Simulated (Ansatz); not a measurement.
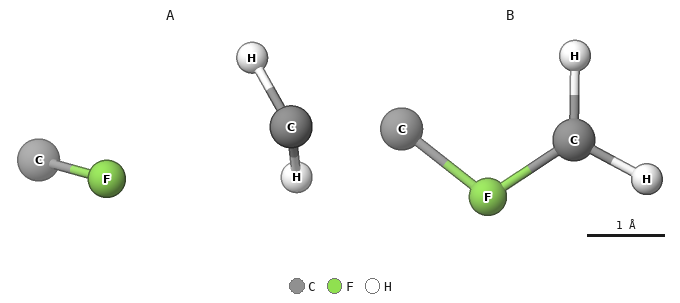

Two geometries of C2H2F (charge −1), drawn at one scale. One is the start of a relaxation, the other its converged end. A ball-and-stick model, seen face on.

Theory: RKS PBE-D4/def2-SVPD (Ansatz). Set-up: force threshold 0.03 eV/Å; at most 250 steps.

> Which one is relaxed?

Structure A is the relaxed one. It is one of the separated reactants of a reaction. After 13 accepted moves (14 points after the start) the energy has fallen by 2.682 eV. Largest force component: 4.4 eV/Å at the start, 0.0062 eV/Å at the end. The line search rejected the trial step at point 12 of the run. The forces were under the threshold at step 11, but the run went on from there. A C atom moves most after the best rigid fit: 0.93 Å. By element the largest moves are C 0.93 Å, F 0.67 Å, H 0.55 Å. Some distances before and after: C–C 2.264 → 3.539 Å, C–F 1.347 → 2.511 Å, C–F 1.440 → 1.315 Å, C–H 1.087 → 1.132 Å. Bonds break: C–F (1.35 → 2.51 Å). Among the angles between lasting bonds that change: H–C–H 117.6° → 99.1°. The run took 13 s on 2 threads of Arm Neoverse V2, with other jobs on the host.
